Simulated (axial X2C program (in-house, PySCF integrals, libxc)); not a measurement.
# RbSe: bond curves with and without spin–orbit coupling

Aim: find the lowest determinant of RbSe, scan the bond at several levels and fit the constants, once spin-free and once with spin–orbit coupling.

Computed with an in-house X2C program for linear molecules on PySCF integrals. Level: all-electron X2C, Rb dyall-v3z, Se dyall-v3z.

All values are calculated.

## Step 1: Input

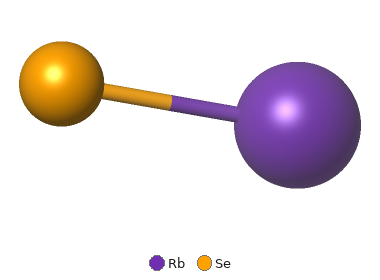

The two atoms at 3.090 Å (rubidium purple, selenium orange).

Input file task.json:

```json
{"zs": [37, 34], "q": 0, "bas": ["dyall-v3z", "dyall-v3z"], "levels": ["PBE0", "HF", "TPSS", "BHandHLYP"], "cc": false, "r0": 3.09, "npts": 10, "nst": 2, "ntry": 6}
```

Keys: zs atomic numbers; q charge; bas basis sets; levels methods (HF also brings MP2); cc coupled cluster on or off; r0 starting distance in Å; npts points asked for on the curve; nst determinants followed; ntry starts of the search.

Run with:

```
> python so2c.py task.json out
```

Spin-free means the one-electron spin-free X2C Hamiltonian; two-component (2c) means X2C with spin–orbit coupling and atomic mean-field two-electron Coulomb and Gaunt terms. Basis: Rb dyall-v3z contracted to [12s13p8d2f], Se dyall-v3z contracted to [8s9p6d1f]; Gaussian nuclei, density fitting. Masses: Rb 84.912 u, Se 79.917 u.

Notation: σ, π±, δ± give the projection m of an orbital's angular momentum (0, ±1, ±2), α and β its spin, Λ and M_S the sums; ω is the projection of a spinor's total angular momentum and Ω the sum. Logs are in hartree.

The results follow Hamiltonian by Hamiltonian and level by level.

## Step 2: State search with PBE0

Determinants are compared with PBE0 at 3.090 Å.

Spin-free determinants:

```tsv
ΔE (eV)	state	open shells
0.00	M_S = 1/2, Λ = 1	beyond closed shells: π+α, π+β, π-α
0.25	M_S = 1/2, Λ = 0	beyond closed shells: σα
2.67	M_S = 3/2, Λ = 0	beyond closed shells: σα, π+α, π-α
2.71	M_S = 1/2, Λ = 0	beyond closed shells: σβ, π+α, π-α
2.88	M_S = 3/2, Λ = 1	beyond closed shells: 2 × σα, π+α, π+β, π-α
3.27	M_S = 1/2, Λ = 1	beyond closed shells: 2 × σα, π+α, π+β, π-β
```

Two-component determinants:

```tsv
ΔE (eV)	state	open shells
0.00	Ω = 3/2	excess of +ω over −ω: ω = 3/2
0.16	Ω = 1/2	excess of +ω over −ω: ω = 1/2
2.78	Ω = 1/2	excess of +ω over −ω: 2 × ω = -1/2, ω = 3/2
2.85	Ω = 5/2	excess of +ω over −ω: 2 × ω = 1/2, ω = 3/2
3.49	Ω = 3/2	excess of +ω over −ω: 3 × ω = 1/2
3.66	Ω = 1/2	excess of +ω over −ω: ω = 1/2
3.98	Ω = 5/2	excess of +ω over −ω: ω = -1/2, 2 × ω = 3/2
```

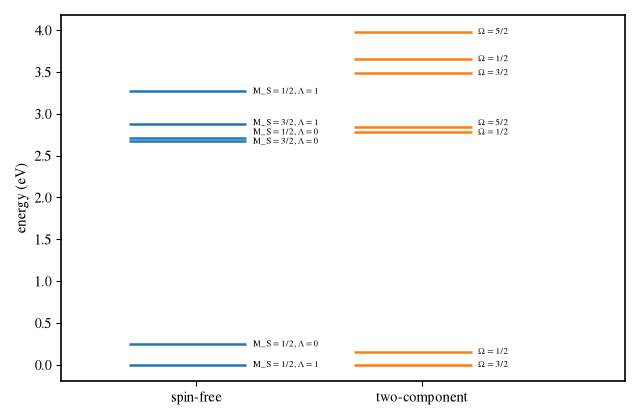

The determinants found, each set from its own lowest.

## Step 3: PBE0, spin-free

State followed: M_S = 1/2, Λ = 1 (beyond closed shells: π+α, π+β, π-α). The scan is laid around 3.074 Å, a first estimate of the minimum, and this SCF restarts from the orbitals of the search.

Output at 3.074 Å:

```text
spin-free X2C-1e  PBE0
basis functions 177  fitting functions 1055  grid points 5807
iter        total energy     max residual
   1      -5410.419360735     2.90e-01
   2      -5410.426635467     6.55e-04
   3      -5410.426639190     1.77e-04
   4      -5410.426639797     1.09e-04
   5      -5410.426639916     4.01e-05
   6      -5410.426639923     1.47e-05
converged
one-electron -7949.03139062  Coulomb 2511.80315271  exact exchange -46.66390162  xc functional -143.09433492  nuclear repulsion 216.55983453
```

Along the bond, energies from the lowest point:

```
R (Å)  E (eV)   μ (D)  HOMO (eV)  LUMO (eV)  iterations
2.674  0.4056   -8.66      -4.80      -2.65          11
2.797  0.1645   -9.23      -4.67      -2.50          10
2.890  0.0631   -9.65      -4.56      -2.40           9
2.982  0.0124  -10.07      -4.47      -2.31           9
3.074  0.0000  -10.48      -4.38      -2.22           6
3.182  0.0215  -10.95      -4.28      -2.13           9
3.289  0.0709  -11.42      -4.20      -2.04           8
3.428  0.1621  -12.02      -4.09      -1.93           9
3.597  0.2988  -12.74      -3.97      -1.81           9
3.842  0.5194  -13.75      -3.83      -1.88          10
```

Dipoles are positive if Se is the positive end.

Outer orbitals at the reference distance:

```json
{"symmetry": "σβ", "occupied": "yes", "ε (eV)": "-34.94", "atomic character": "100% Rb s"}
{"symmetry": "σα", "occupied": "yes", "ε (eV)": "-34.94", "atomic character": "100% Rb s"}
{"symmetry": "σα", "occupied": "yes", "ε (eV)": "-17.92", "atomic character": "91% Rb p, 8% Se s"}
{"symmetry": "π+β", "occupied": "yes", "ε (eV)": "-17.91", "atomic character": "100% Rb p"}
{"symmetry": "π-α", "occupied": "yes", "ε (eV)": "-17.91", "atomic character": "100% Rb p"}
{"symmetry": "π+α", "occupied": "yes", "ε (eV)": "-17.91", "atomic character": "100% Rb p"}
{"symmetry": "π-β", "occupied": "yes", "ε (eV)": "-17.91", "atomic character": "100% Rb p"}
{"symmetry": "σβ", "occupied": "yes", "ε (eV)": "-17.86", "atomic character": "96% Rb p, 3% Se s"}
{"symmetry": "σα", "occupied": "yes", "ε (eV)": "-16.25", "atomic character": "81% Se s, 13% Rb p, 4% Rb d"}
{"symmetry": "σβ", "occupied": "yes", "ε (eV)": "-15.20", "atomic character": "86% Se s, 8% Rb p, 4% Rb d"}
{"symmetry": "π-α", "occupied": "yes", "ε (eV)": "-5.32", "atomic character": "93% Se p, 4% Rb d, 2% Rb p"}
{"symmetry": "π+α", "occupied": "yes", "ε (eV)": "-5.32", "atomic character": "93% Se p, 4% Rb d, 2% Rb p"}
{"symmetry": "σα", "occupied": "yes", "ε (eV)": "-5.03", "atomic character": "86% Se p, 6% Rb s, 4% Rb d"}
{"symmetry": "σβ", "occupied": "yes", "ε (eV)": "-4.69", "atomic character": "85% Se p, 7% Rb s, 4% Rb d"}
{"symmetry": "π+β", "occupied": "yes", "ε (eV)": "-4.38", "atomic character": "91% Se p, 6% Rb d, 3% Rb p"}
{"symmetry": "π-β", "occupied": "no", "ε (eV)": "-2.22", "atomic character": "87% Se p, 8% Rb d, 5% Rb p"}
{"symmetry": "σβ", "occupied": "no", "ε (eV)": "-1.38", "atomic character": "77% Rb s, 19% Rb p, 3% Se p"}
{"symmetry": "σα", "occupied": "no", "ε (eV)": "-1.36", "atomic character": "79% Rb s, 17% Rb p, 2% Se p"}
{"symmetry": "π+β", "occupied": "no", "ε (eV)": "-0.13", "atomic character": "91% Rb p, 8% Rb d"}
```

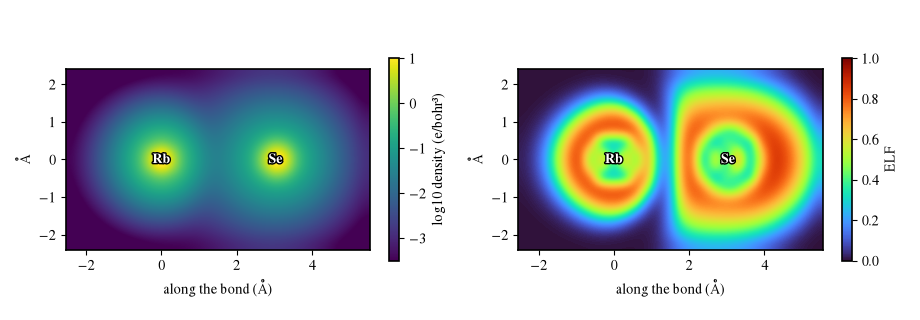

PBE0 fields in a plane through the axis, from a grid of 0.3 Å; Rb lies at z = 0 and Se at z = 3.074 Å; the ELF is damped to zero where the density is low.

Re = 3.063 Å, ωe = 151.8 cm⁻¹, ωexe = 0.375 cm⁻¹, Be = 0.04364 cm⁻¹, De = 2.43 eV, μ = -10.43 D.

## Step 4: HF, spin-free

Output at 3.074 Å:

```text
spin-free X2C-1e  HF
basis functions 177  fitting functions 1055  grid points 5807
iter        total energy     max residual
   1      -5407.324009871     2.49e-01
   2      -5407.350703712     7.65e-03
   3      -5407.351341532     5.29e-03
   4      -5407.351446310     2.21e-03
   5      -5407.351461349     4.10e-04
   6      -5407.351464015     2.66e-04
   7      -5407.351464312     7.56e-05
   8      -5407.351464362     1.65e-05
   9      -5407.351464368     1.08e-05
  10      -5407.351464370     1.82e-06
converged
one-electron -7949.10074424  Coulomb 2511.97107457  exact exchange -186.78162923  xc functional 0.00000000  nuclear repulsion 216.55983453
```

Re = 3.163 Å, ωe = 144.6 cm⁻¹, ωexe = 0.358 cm⁻¹, Be = 0.04092 cm⁻¹, De = 1.41 eV, μ = -11.88 D.

## Step 5: TPSS, spin-free

Output at 3.074 Å:

```text
spin-free X2C-1e  TPSS
basis functions 177  fitting functions 1055  grid points 5807
iter        total energy     max residual
   1      -5410.839043034     3.32e-02
   2      -5410.840661133     1.11e-02
   3      -5410.841167699     6.35e-03
   4      -5410.841286659     2.02e-03
   5      -5410.841305403     1.32e-03
   6      -5410.841312338     2.25e-04
   7      -5410.841312534     9.43e-05
   8      -5410.841312596     3.17e-05
   9      -5410.841312601     8.34e-06
converged
one-electron -7948.00646201  Coulomb 2510.71500090  exact exchange 0.00000000  xc functional -190.10968602  nuclear repulsion 216.55983453
```

Re = 3.076 Å, ωe = 148.6 cm⁻¹, ωexe = 0.379 cm⁻¹, Be = 0.04328 cm⁻¹, De = 2.55 eV, μ = -10.13 D.

## Step 6: BHandHLYP, spin-free

The SCF at the reference distance of 3.074 Å:

```text
spin-free X2C-1e  BHandHLYP
basis functions 177  fitting functions 1055  grid points 5807
iter        total energy     max residual
   1      -5410.980413921     5.96e-02
   2      -5410.982398493     4.41e-03
   3      -5410.982455399     4.93e-03
   4      -5410.982512788     3.17e-04
   5      -5410.982513231     2.06e-04
   6      -5410.982513419     2.05e-05
   7      -5410.982513425     5.95e-06
converged
one-electron -7949.42212341  Coulomb 2512.23163492  exact exchange -93.35245156  xc functional -96.99940791  nuclear repulsion 216.55983453
```

Re = 3.091 Å, ωe = 150.9 cm⁻¹, ωexe = 0.371 cm⁻¹, Be = 0.04285 cm⁻¹, De = 2.36 eV, μ = -10.91 D.

## Step 7: Correlated methods, spin-free

Correlated methods: 15 electrons correlated (frozen shells, counted by type: Rb 3 s, 2 p, 1 d; Se 3 s, 2 p, 1 d), 235 virtual spinors in MP2.

MP2: Re = 3.078 Å, ωe = 154.0 cm⁻¹, Be = 0.04321 cm⁻¹, De = 2.27 eV.

## Step 8: A higher determinant, spin-free

State: M_S = 1/2, Λ = 0 (beyond closed shells: σα).

Output at the reference distance:

```text
spin-free X2C-1e  PBE0
basis functions 177  fitting functions 1055  grid points 5807
iter        total energy     max residual
   1      -5410.410883968     2.90e-01
   2      -5410.417861418     6.53e-04
   3      -5410.417864659     2.84e-04
   4      -5410.417865806     7.72e-05
   5      -5410.417865873     2.54e-05
   6      -5410.417865876     1.39e-05
converged
one-electron -7948.38344817  Coulomb 2511.16601327  exact exchange -46.66534267  xc functional -143.09492283  nuclear repulsion 216.55983453
```

```
R (Å)  E above the lowest PBE0 point (eV)
2.674                               0.309
2.797                               0.212
2.890                               0.192
2.982                               0.204
3.074                               0.239
3.182                               0.301
3.289                               0.379
3.428                               0.494
3.597                               0.645
```

Re = 2.898 Å, ωe = 155.1 cm⁻¹, ωexe = 0.449 cm⁻¹, Be = 0.04876 cm⁻¹, μ = -10.21 D. Te = 0.19 eV.

## Step 9: The spin-free curves together

Energy (eV) of the followed determinant, spin-free, from each level's lowest point:

```
R (Å)   PBE0     HF    MP2   TPSS  BHandHLYP
2.674  0.406  0.642  0.456  0.422      0.473
2.797  0.165  0.312  0.192  0.176      0.204
2.890  0.063  0.158  0.078  0.071      0.086
2.982  0.012  0.062  0.018  0.016      0.023
3.074  0.000  0.013  0.000  0.000      0.000
3.182  0.022  0.000  0.017  0.017      0.012
3.289  0.071  0.022  0.065  0.061      0.055
3.428  0.162  0.085  0.156  0.146      0.140
3.597  0.299  0.198  0.295  0.275      0.273
3.842  0.519  0.397  0.523  0.482      0.492
```

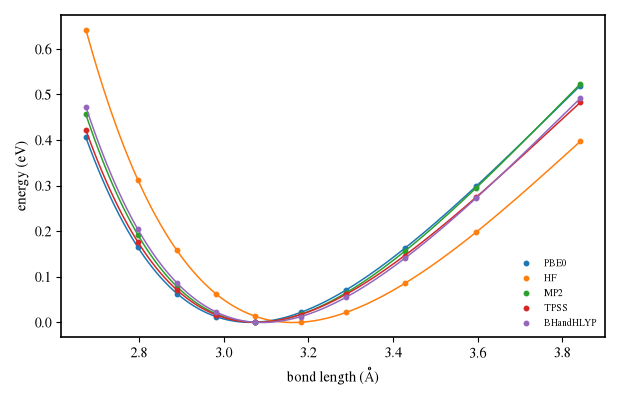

Curves of the followed state, spin-free, each from its own lowest point.

## Step 10: PBE0, 2c

State followed: Ω = 3/2 (excess of +ω over −ω: ω = 3/2). The scan is laid around 3.074 Å, a first estimate of the minimum, and this SCF restarts from the orbitals of the search.

The SCF at the reference distance of 3.074 Å:

```text
two-component X2C + atomic mean field  PBE0
basis functions 177  fitting functions 1055  grid points 5807
iter        total energy     max residual
   1      -5408.520090852     2.90e-01
   2      -5408.527369546     6.57e-04
   3      -5408.527373306     1.83e-04
   4      -5408.527374004     1.04e-04
   5      -5408.527374112     4.33e-05
   6      -5408.527374120     1.49e-05
converged
one-electron -7944.11430866  Coulomb 2510.81345995  exact exchange -46.64457024  xc functional -143.03555417  nuclear repulsion 216.55983453  atomic mean-field constant -2.10623553
```

Along the bond, energies from the lowest point:

```
R (Å)  E (eV)   μ (D)  HOMO (eV)  LUMO (eV)  iterations
2.674  0.4061   -8.64      -4.76      -2.55          11
2.797  0.1651   -9.21      -4.71      -2.40          10
2.890  0.0635   -9.63      -4.62      -2.30           9
2.982  0.0127  -10.05      -4.53      -2.21           9
3.074  0.0000  -10.45      -4.44      -2.12           6
3.182  0.0212  -10.93      -4.35      -2.03           9
3.289  0.0702  -11.39      -4.26      -1.94           8
3.428  0.1610  -11.98      -4.16      -1.83           9
3.597  0.2970  -12.69      -4.04      -1.72           9
3.842  0.5167  -13.69      -3.90      -1.87          10
```

Dipoles are positive if Se is the positive end.

Outer spinors at the reference distance:

```csv
ω,occupied,ε (eV),atomic character,λ mixture
1/2,yes,-34.94,100% Rb s,100% σ
-1/2,yes,-34.94,100% Rb s,100% σ
1/2,yes,-18.47,98% Rb p,"67% π, 33% σ"
-1/2,yes,-18.46,99% Rb p,"70% π, 30% σ"
1/2,yes,-17.65,"91% Rb p, 8% Se s","68% σ, 32% π"
3/2,yes,-17.61,100% Rb p,100% π
-3/2,yes,-17.61,100% Rb p,100% π
-1/2,yes,-17.59,"96% Rb p, 3% Se s","70% σ, 30% π"
1/2,yes,-16.22,"80% Se s, 14% Rb p, 4% Rb d",100% σ
-1/2,yes,-15.19,"85% Se s, 8% Rb p, 4% Rb d",100% σ
-1/2,yes,-5.45,"93% Se p, 4% Rb d","96% π, 4% σ"
3/2,yes,-5.19,"93% Se p, 5% Rb d, 2% Rb p",100% π
1/2,yes,-5.05,"87% Se p, 6% Rb s, 4% Rb d","93% σ, 7% π"
-1/2,yes,-4.65,"85% Se p, 7% Rb s, 4% Rb d","96% σ, 4% π"
1/2,yes,-4.44,"91% Se p, 5% Rb d, 3% Rb p","93% π, 7% σ"
-3/2,no,-2.12,"87% Se p, 8% Rb d, 5% Rb p",100% π
-1/2,no,-1.38,"77% Rb s, 19% Rb p, 3% Se p",100% σ
1/2,no,-1.37,"79% Rb s, 17% Rb p, 2% Se p",100% σ
1/2,no,-0.14,"91% Rb p, 9% Rb d",100% π
```

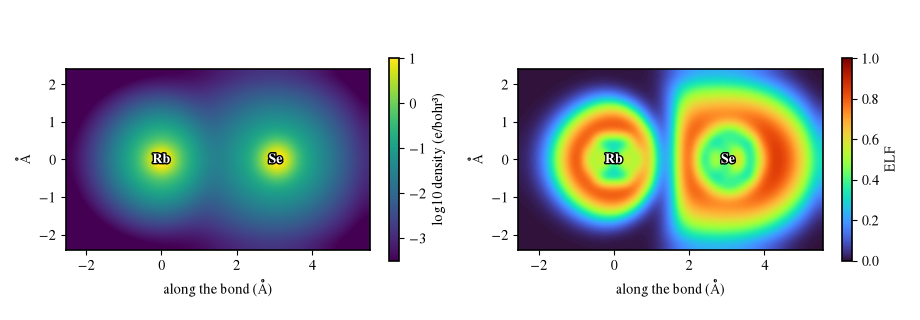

PBE0 fields in a plane through the axis, from a grid of 0.3 Å; Rb lies at z = 0 and Se at z = 3.074 Å; the ELF is damped to zero where the density is low.

Re = 3.064 Å, ωe = 151.5 cm⁻¹, ωexe = 0.375 cm⁻¹, Be = 0.04362 cm⁻¹, De = 2.47 eV, μ = -10.41 D.

## Step 11: HF, 2c

Output at 3.074 Å:

```text
two-component X2C + atomic mean field  HF
basis functions 177  fitting functions 1055  grid points 5807
iter        total energy     max residual
   1      -5405.425530667     2.58e-01
   2      -5405.452208818     7.61e-03
   3      -5405.452848493     5.48e-03
   4      -5405.452953339     2.22e-03
   5      -5405.452968304     3.77e-04
   6      -5405.452970867     2.60e-04
   7      -5405.452971146     7.37e-05
   8      -5405.452971190     1.55e-05
   9      -5405.452971196     9.93e-06
  10      -5405.452971197     1.55e-06
converged
one-electron -7944.18575384  Coulomb 2510.98351998  exact exchange -186.70433634  xc functional 0.00000000  nuclear repulsion 216.55983453  atomic mean-field constant -2.10623553
```

Re = 3.164 Å, ωe = 144.4 cm⁻¹, ωexe = 0.357 cm⁻¹, Be = 0.0409 cm⁻¹, De = 1.44 eV, μ = -11.87 D.

## Step 12: TPSS, 2c

Output at 3.074 Å:

```text
two-component X2C + atomic mean field  TPSS
basis functions 177  fitting functions 1055  grid points 5807
iter        total energy     max residual
   1      -5408.939052796     3.29e-02
   2      -5408.940674928     1.11e-02
   3      -5408.941182315     6.39e-03
   4      -5408.941301955     2.02e-03
   5      -5408.941320785     1.32e-03
   6      -5408.941327771     2.39e-04
   7      -5408.941327971     9.41e-05
   8      -5408.941328034     3.47e-05
   9      -5408.941328040     8.74e-06
converged
one-electron -7943.08775771  Coulomb 2509.72368884  exact exchange 0.00000000  xc functional -190.03085816  nuclear repulsion 216.55983453  atomic mean-field constant -2.10623553
```

Re = 3.077 Å, ωe = 148.2 cm⁻¹, ωexe = 0.38 cm⁻¹, Be = 0.04326 cm⁻¹, De = 2.63 eV, μ = -10.10 D.

## Step 13: BHandHLYP, 2c

The SCF at the reference distance of 3.074 Å:

```text
two-component X2C + atomic mean field  BHandHLYP
basis functions 177  fitting functions 1055  grid points 5807
iter        total energy     max residual
   1      -5409.081106284     6.19e-02
   2      -5409.083090485     4.37e-03
   3      -5409.083147430     5.13e-03
   4      -5409.083204892     3.14e-04
   5      -5409.083205338     2.06e-04
   6      -5409.083205527     1.94e-05
   7      -5409.083205534     5.85e-06
converged
one-electron -7944.50502177  Coulomb 2511.24192861  exact exchange -93.31378883  xc functional -96.95992255  nuclear repulsion 216.55983453  atomic mean-field constant -2.10623553
```

Re = 3.092 Å, ωe = 150.6 cm⁻¹, ωexe = 0.371 cm⁻¹, Be = 0.04283 cm⁻¹, De = 2.33 eV, μ = -10.89 D.

## Step 14: MP2, 2c

Correlated methods: 15 electrons correlated (frozen shells, counted by type: Rb 3 s, 2 p, 1 d; Se 3 s, 2 p, 1 d), 235 virtual spinors in MP2.

MP2: Re = 3.079 Å, ωe = 153.8 cm⁻¹, Be = 0.04319 cm⁻¹, De = 2.24 eV.

## Step 15: A higher determinant, 2c

State: Ω = 1/2 (excess of +ω over −ω: ω = 1/2).

Output at the reference distance:

```text
two-component X2C + atomic mean field  PBE0
basis functions 177  fitting functions 1055  grid points 5807
iter        total energy     max residual
   1      -5408.514403532     2.90e-01
   2      -5408.521651393     6.60e-04
   3      -5408.521655269     1.93e-04
   4      -5408.521656178     7.52e-05
   5      -5408.521656307     5.31e-05
   6      -5408.521656374     4.40e-05
   7      -5408.521656484     2.93e-05
   8      -5408.521656550     1.31e-05
   9      -5408.521656553     6.63e-06
converged
one-electron -7943.98763819  Coulomb 2510.68837927  exact exchange -46.64394144  xc functional -143.03205519  nuclear repulsion 216.55983453  atomic mean-field constant -2.10623553
```

```
R (Å)  E above the lowest PBE0 point (eV)
2.674                               0.374
2.797                               0.261
2.890                               0.201
2.982                               0.162
3.074                               0.156
3.182                               0.181
3.289                               0.233
3.428                               0.326
3.597                               0.464
```

No constants are quoted: the points don't follow one smooth fit.

## Step 16: The 2c curves together

Energy (eV) of the followed determinant, 2c, from each level's lowest point:

```
R (Å)   PBE0     HF    MP2   TPSS  BHandHLYP
2.674  0.406  0.643  0.457  0.423      0.474
2.797  0.165  0.313  0.192  0.177      0.204
2.890  0.064  0.158  0.078  0.071      0.087
2.982  0.013  0.063  0.019  0.017      0.023
3.074  0.000  0.014  0.000  0.000      0.000
3.182  0.021  0.000  0.017  0.016      0.012
3.289  0.070  0.021  0.064  0.061      0.054
3.428  0.161  0.085  0.155  0.145      0.139
3.597  0.297  0.197  0.294  0.272      0.271
3.842  0.517  0.395  0.521  0.479      0.489
```

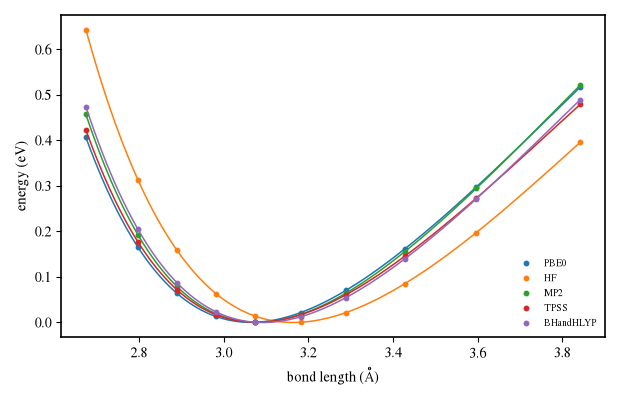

Curves of the followed state, 2c, each from its own lowest point.

The whole job took 2.6 min on 1 thread of Arm Neoverse N1, shared host; peak memory 0.41 GiB.

## Step 17: What came out

Lowest determinant that the search found at its distance, spin-free: M_S = 1/2, Λ = 1 (beyond closed shells: π+α, π+β, π-α).

Lowest determinant that the search found at its distance, 2c: Ω = 3/2 (excess of +ω over −ω: ω = 3/2).

```json
{"Hamiltonian": "spin-free", "level": "PBE0", "Re (Å)": "3.063", "ωe (cm⁻¹)": "151.8", "De (eV)": "2.43", "μ (D)": "-10.43"}
{"Hamiltonian": "spin-free", "level": "HF", "Re (Å)": "3.163", "ωe (cm⁻¹)": "144.6", "De (eV)": "1.41", "μ (D)": "-11.88"}
{"Hamiltonian": "spin-free", "level": "MP2", "Re (Å)": "3.078", "ωe (cm⁻¹)": "154.0", "De (eV)": "2.27", "μ (D)": "n/a"}
{"Hamiltonian": "spin-free", "level": "TPSS", "Re (Å)": "3.076", "ωe (cm⁻¹)": "148.6", "De (eV)": "2.55", "μ (D)": "-10.13"}
{"Hamiltonian": "spin-free", "level": "BHandHLYP", "Re (Å)": "3.091", "ωe (cm⁻¹)": "150.9", "De (eV)": "2.36", "μ (D)": "-10.91"}
{"Hamiltonian": "2c", "level": "PBE0", "Re (Å)": "3.064", "ωe (cm⁻¹)": "151.5", "De (eV)": "2.47", "μ (D)": "-10.41"}
{"Hamiltonian": "2c", "level": "HF", "Re (Å)": "3.164", "ωe (cm⁻¹)": "144.4", "De (eV)": "1.44", "μ (D)": "-11.87"}
{"Hamiltonian": "2c", "level": "MP2", "Re (Å)": "3.079", "ωe (cm⁻¹)": "153.8", "De (eV)": "2.24", "μ (D)": "n/a"}
{"Hamiltonian": "2c", "level": "TPSS", "Re (Å)": "3.077", "ωe (cm⁻¹)": "148.2", "De (eV)": "2.63", "μ (D)": "-10.10"}
{"Hamiltonian": "2c", "level": "BHandHLYP", "Re (Å)": "3.092", "ωe (cm⁻¹)": "150.6", "De (eV)": "2.33", "μ (D)": "-10.89"}
```

Dipoles are positive if Se is the positive end.

Time per point (s) on 1 thread of Arm Neoverse N1, shared host (2c runs); the times are rough: PBE0 1.2, HF 0.99, MP2 1.2, TPSS 1.3, BHandHLYP 1.2.

In words: At MP2, going from spin-free to two-component changes Re by +1 mÅ, ωe by -0.1 %; the spin-free picture holds up (part of it comes from the scalar share of the two-electron terms). It costs about 1.7 times the time. De moves by -0.03 eV; both De rest on single-determinant atoms, which can miss part of an open shell's spin–orbit lowering.

De refers to Rb + Se, each in the lowest determinant found, which need not be this curve's own limit. The state is a single determinant with fixed occupations, the lowest that a limited PBE0 search found. Dissociation energies refer to the lowest single-determinant-based atoms at the same level and basis. Density functionals use the spin component along the axis (collinear). The meta-GGAs lack a current-density term, which matters for open shells with orbital currents, atoms included.
